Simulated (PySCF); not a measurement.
```yaml
atoms:
  - { symbol: C, position_ang: [3.3854, 1.2974, -0.5177] }
  - { symbol: C, position_ang: [2.1856, 0.8066, 0.2783] }
  - { symbol: O, position_ang: [1.5072, -0.1755, -0.4624] }
  - { symbol: Si, position_ang: [0.0487, -0.8298, -0.1984] }
  - { symbol: C, position_ang: [-0.2684, -1.8809, -1.7457] }
  - { symbol: C, position_ang: [-0.0265, -1.8939, 1.3878] }
  - { symbol: O, position_ang: [-0.9817, 0.4335, -0.0606] }
  - { symbol: C, position_ang: [-2.3762, 0.4208, 0.0921] }
  - { symbol: C, position_ang: [-2.8891, 1.8508, 0.1752] }
  - { symbol: H, position_ang: [4.0526, 0.4664, -0.7305] }
  - { symbol: H, position_ang: [3.0530, 1.7232, -1.4605] }
  - { symbol: H, position_ang: [3.9238, 2.0540, 0.0467] }
  - { symbol: H, position_ang: [2.5137, 0.3733, 1.2312] }
  - { symbol: H, position_ang: [1.5047, 1.6364, 0.4944] }
  - { symbol: H, position_ang: [0.4679, -2.6688, -1.8543] }
  - { symbol: H, position_ang: [-0.2357, -1.2745, -2.6453] }
  - { symbol: H, position_ang: [-1.2465, -2.3500, -1.6977] }
  - { symbol: H, position_ang: [0.0563, -1.2749, 2.2784] }
  - { symbol: H, position_ang: [0.7800, -2.6199, 1.4198] }
  - { symbol: H, position_ang: [-0.9594, -2.4455, 1.4625] }
  - { symbol: H, position_ang: [-2.8312, -0.0953, -0.7619] }
  - { symbol: H, position_ang: [-2.6418, -0.1313, 1.0019] }
  - { symbol: H, position_ang: [-2.4525, 2.3531, 1.0344] }
  - { symbol: H, position_ang: [-3.9713, 1.8535, 0.2724] }
  - { symbol: H, position_ang: [-2.6095, 2.3954, -0.7226] }
```

Geometry: GFN2-xTB.

All numbers below come from B3LYP/6-31G*, SCF density, gas phase, non-relativistic (PySCF).

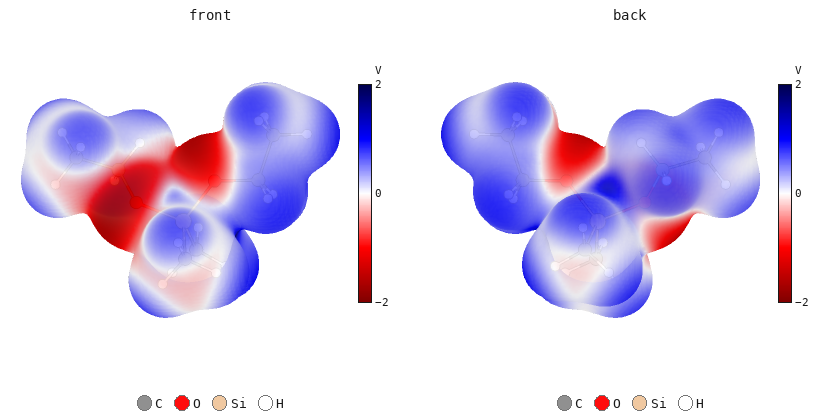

C6H16O2Si (SMILES CCO[Si](C)(C)OCC). The electrostatic potential painted on the density surface at 0.004 e/bohr³, seen from the front and from behind; the colour scale runs from red (negative) to blue (positive).

Where is the surface potential most negative and most positive?

The most negative region (about −1.7 V) lies over O3, the most positive (about +1.5 V) over Si4. O3 is the likeliest acceptor of a hydrogen bond.
